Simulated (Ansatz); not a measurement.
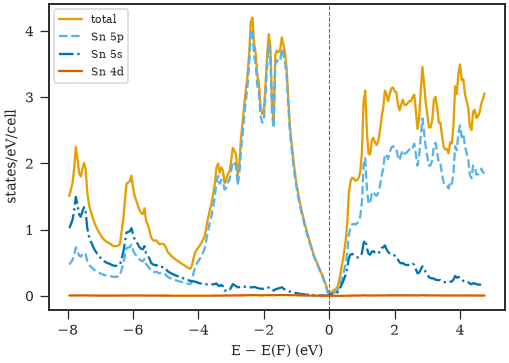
Total and projected density of states of Sn in space group I4/mmm (No. 139; Sn on 8h), DFT-r²SCAN in the program Ansatz with PAW potentials

Task: Which orbitals carry the states next to the Fermi level?

Result: Within 0.5 eV of the Fermi level: Sn 5p 79 %, Sn 5s 18 %. Projections are on Löwdin-orthogonalised atomic valence shells; empty p or d shells of many metals are not among them.

Task: Where is the tallest occupied peak in this window, and what makes it?

Result: Near -2.3 eV, about 4.2 states/eV per cell; the largest projected share is Sn 5p.

This is a known high-pressure phase of the composition, computed here at zero pressure and temperature. The r²SCAN relaxation kept the symmetry of its start; whether a distortion lowers the energy is not shown. The volume moved by 40 % from the start of the relaxation. Spin–orbit coupling is left out wherever it is not named.

Potentials: the later of the program's two PAW sets.
